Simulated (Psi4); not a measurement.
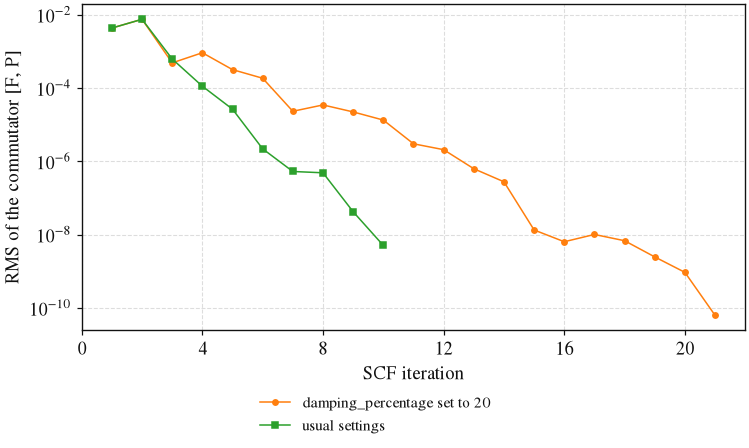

Two SCF runs that differ in one setting.
System: NF3 (SMILES FN(F)F).
Method: RKS REVB3LYP, 6-311G(2df,2pd) in Psi4.

Which runs converged, and in how many iterations?

“usual settings” converged in 10 iterations. “damping_percentage set to 20” converged in 21 iterations. Damping keeps part of the old density at each step, which slows an SCF that didn't need it. Both end at the same energy within 1 meV.
